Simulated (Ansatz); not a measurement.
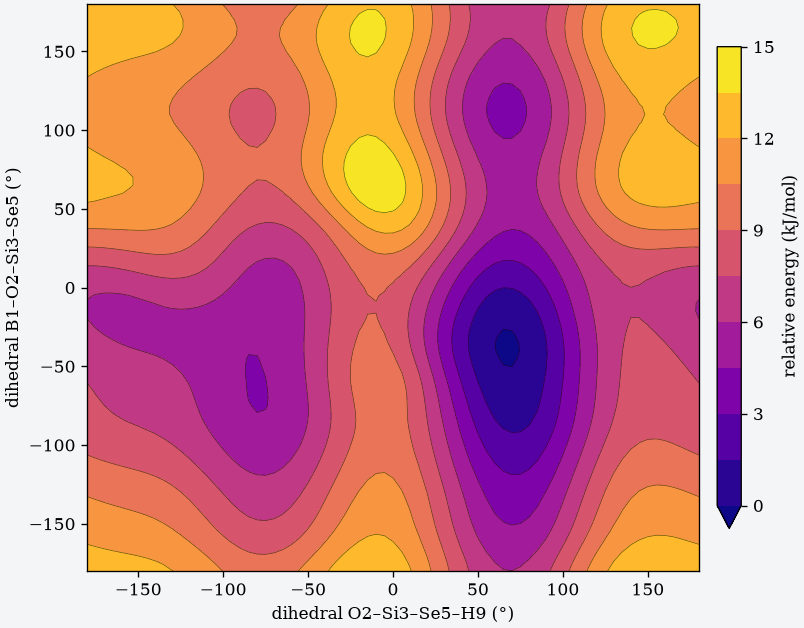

Energy landscape of BClH₄OSeSi, SMILES BO[SiH](Cl)[SeH]. 
- Coordinates scanned: (1) dihedral O2–Si3–Se5–H9; (2) dihedral B1–O2–Si3–Se5.
- Nothing is relaxed (all other coordinates rigid).
- The scan uses a 15 × 15 grid.
- Points are written as (first, second).
- Energies: kJ/mol, counted from the lowest grid point.
- These are results of RKS B3LYP-D4/def2-SVP (Ansatz), not measurements.

Drawn: filled contours. Between grid points the surface is interpolated. 

> Summarise what can be read from the map.

The lowest grid point is at (60°, −36°). Higher local minima lie near (60°, 108°) (4.3 kJ/mol above the lowest at that grid point); (−84°, −60°) (4.5 kJ/mol above the lowest at that grid point); (−156°, −12°) (5.6 kJ/mol above the lowest at that grid point). The highest grid point, (−12°, 60°), lies 14.5 kJ/mol above the lowest. On the interpolated surface the easiest way out of the lowest well to the well at about (65°, 110°) passes a barrier of about 5.5 kJ/mol. Round the minimum the two coordinates are weakly coupled (coupling 0.09 in units of the two stiffnesses).

The input of one point:

```yaml
crystal:
  periodic: [false, false, false]
  atoms:
    - { symbol: B, position_ang: [-0.083229, 1.367013, 1.084948] }
    - { symbol: O, position_ang: [-0.755965, 0.251318, 0.717166] }
    - { symbol: Si, position_ang: [-0.505515, -1.008654, -0.352936] }
    - { symbol: Cl, position_ang: [0.586396, -2.433371, 0.674582] }
    - { symbol: Se, position_ang: [0.53391, -0.370147, -2.278195] }
    - { symbol: H, position_ang: [-0.558784, 2.047313, 1.961289] }
    - { symbol: H, position_ang: [0.961123, 1.660248, 0.544675] }
    - { symbol: H, position_ang: [-1.82932, -1.548207, -0.721845] }
    - { symbol: H, position_ang: [1.724852, 0.113198, -1.552137] }
basis:
  gaussian: { orbitals: def2-SVP }
hamiltonian:
  xc: { name: B3LYP }
  dispersion: d4
output:
  forces: true
```

The whole map (225 points run) took 24 min on 1 thread of Intel(R) Xeon(R) Platinum 8375C CPU @ 2.90GHz (Ice Lake), with other jobs on the host.
